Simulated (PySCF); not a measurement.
**AuI2 (charge −1): density, localisation and related maps**

The calculation's input:

```
mol = gto.M(atom='''
Au     0.00000     0.00000     0.00000
I     -0.00000    -0.00000     2.64921
I      0.00000    -0.00000    -2.64921''',
    basis={'Au': 'def2-SVP', 'I': 'def2-SVP'},
    ecp={'Au': 'def2-SVP', 'I': 'def2-SVP'},
    charge=-1, spin=0)
mf = dft.RKS(mol, xc='B3LYP')
mf.grids.atom_grid = (75, 302)  # f atoms: at least (60, 302), unpruned
mf = mf.density_fit()  # Au def2-universal-JKFIT, I def2-universal-JKFIT
mf.conv_tol = 1e-09; mf.max_cycle = 55
mf.kernel(dm0)
```

Launched as:

```sh
OMP_NUM_THREADS=2 python run.py
```

Core potentials replace the inner electrons of Au and I.

Method: RKS B3LYP, Au def2-SVP with ECP60, I def2-SVP with ECP28; non-relativistic Hamiltonian with scalar-relativistic core potentials where named; density fitting (PySCF).

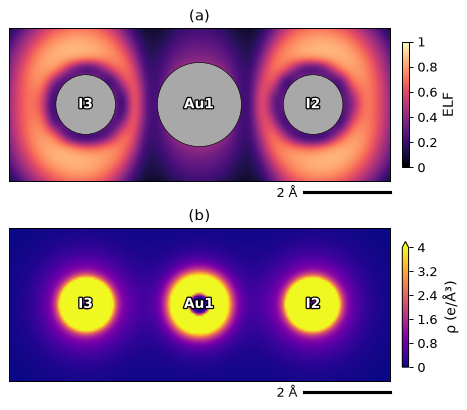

Figure 1. (a) ELF; (b) electron density on a plane that holds the molecular axis. Grey discs cover the atomic cores in the ELF map.

Q: What does the map show?

A:
- The plane passes through Au and I nuclei.
- Au–I (2.65 Å): ρ at the midpoint is about 0.46 e/Å³; the ELF peaks at about 0.60 in the valence shell of I, 1.2 Å from its nucleus, and is about 0.45 at the midpoint.

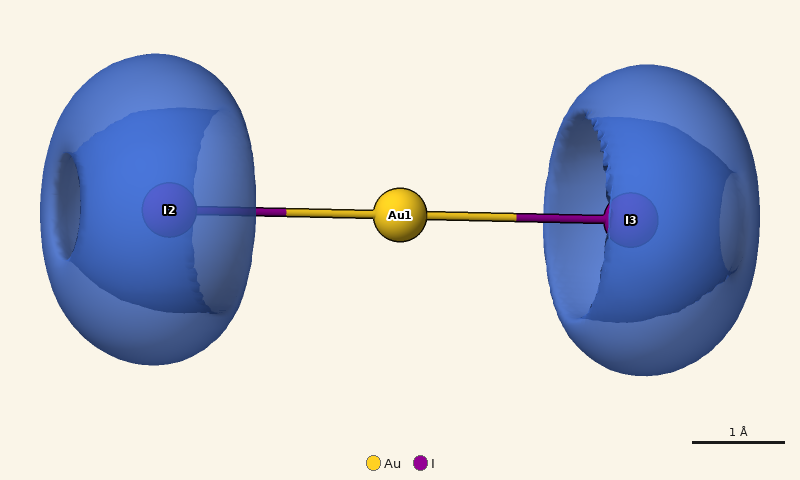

Figure 2. Isosurface of the electron localisation function at 0.75 (blue), seen from one side. Core shells and regions of very low density are left out.

Q: Identify the bonds, lone pairs and shells in this picture.

A: The ELF exceeds this value in two rings or bowls of non-bonding electrons around I.

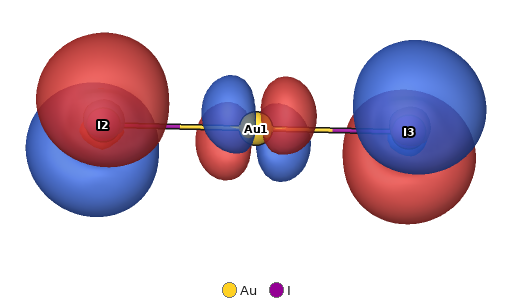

Figure 3. The HOMO at ±0.1 Å⁻³ᐟ² (blue and red are the two phases), seen from one side.

Q: Where does this orbital lie, and at what energy?

A: By Hirshfeld shares it lies mainly on I2 (about 40 %), I3 (about 40 %) and Au1 (about 20 %); it is gerade (even under inversion); largely a combination of lone pairs on I2 and I3. It is one of a degenerate set, so its orientation is arbitrary. Its energy is −2.15 eV.
